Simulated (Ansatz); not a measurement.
Ni (fcc, Cu type)

```xyz
1
Lattice="0.0000 1.7592 1.7592 1.7592 0.0000 1.7592 1.7592 1.7592 0.0000" Properties=species:S:1:pos:R:3 pbc="T T T"
Ni     0.0000     0.0000     0.0000
```

The volume is varied about the relaxed value V₀ at fixed cell shape. Symmetry pins the atoms to their sites.

These are PBE (plane waves to 420 eV, PAW, scalar-relativistic; Ansatz, an electronic-structure program) values and carry that method's errors. k mesh 23×23×23 (Γ-centred), Fermi-Dirac smearing 0.05 eV. E stands for the smeared free energy. Ni was relaxed with its symmetry unable to fall. Relaxed Ni ends ferromagnetic. Other magnetic orders were not checked, so this need not be the ground state. The zero of ΔE is the relaxed starting cell.

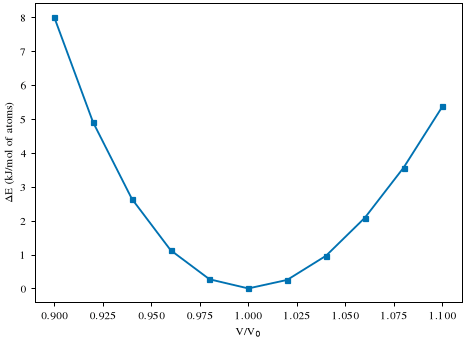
Figure: ΔE (kJ/mol of atoms) against V/V₀; one marker a computed point.

The bulk modulus B₀ (third-order Birch-Murnaghan fit) is 198 GPa, the energy cost of the largest expansion is 56 meV/atom and the pressure for 5 % compression (fit) is 11.5 GPa. The equilibrium volume of the fit is 10.89 Å³/atom and the energy cost of the largest compression is 83 meV/atom.

P = (3B₀/2)(x⁷ − x⁵)[1 + ¾(B₀′ − 4)(x² − 1)] with x = (1/0.95)^(1/3), B₀ = 198 GPa and B₀′ = 4.98.

(A scan under strain: stresses follow from slopes of the energy per volume, elastic moduli from its curvatures.)
